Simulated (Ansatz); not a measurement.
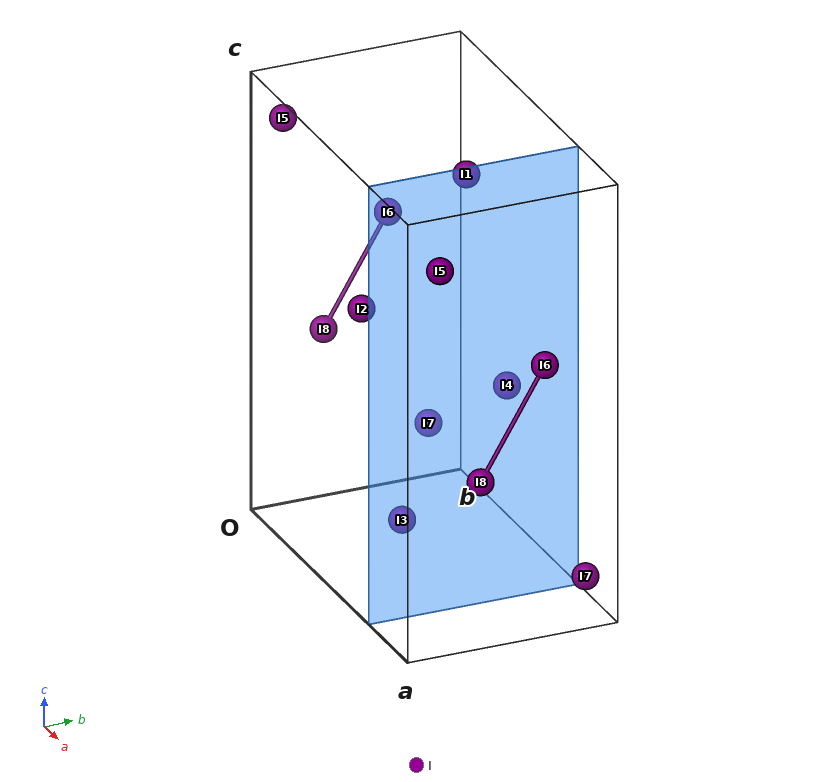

The shaded plane is a symmetry element of the crystal. Crystal: I, the end point of a relaxation at fixed volume with DFT r2SCAN, scalar-relativistic, plane waves, PAW (Ansatz). The drawing is computed from the coordinates (standard cell, symmetry found to 0.002 Å).

a = 7.879 Å, b = 4.671 Å, c = 9.893 Å, α = 90.00°, β = 90.00°, γ = 90.00°.

| atom | x | y | z |
| --- | --- | --- | --- |
| I1 | 0.5000 | 0.6532 | 0.8803 |
| I2 | 0.5000 | 0.1532 | 0.6197 |
| I3 | 0.5000 | 0.3468 | 0.1197 |
| I4 | 0.5000 | 0.8468 | 0.3803 |
| I5 | 0.0000 | 0.1532 | 0.8803 |
| I6 | 0.0000 | 0.6532 | 0.6197 |
| I7 | 0.0000 | 0.8468 | 0.1197 |
| I8 | 0.0000 | 0.3468 | 0.3803 |

Q: Is it a mirror or a glide plane, and what is the operation?

A: It is a glide plane with glide vector (0, 1/2, 0), parallel to (1 0 0), through (3/4, 1/2, 1/2): x, y, z → −x+3/2, y+1/2, z.

Q: Onto which atom does it carry each atom (up to whole multiples of a, b and c)?

A: I1 → I5, I2 → I6, I3 → I7, I4 → I8, I5 → I1, I6 → I2, I7 → I3, I8 → I4.

Q: What is the crystal's space group?

A: Cmce, No. 64.
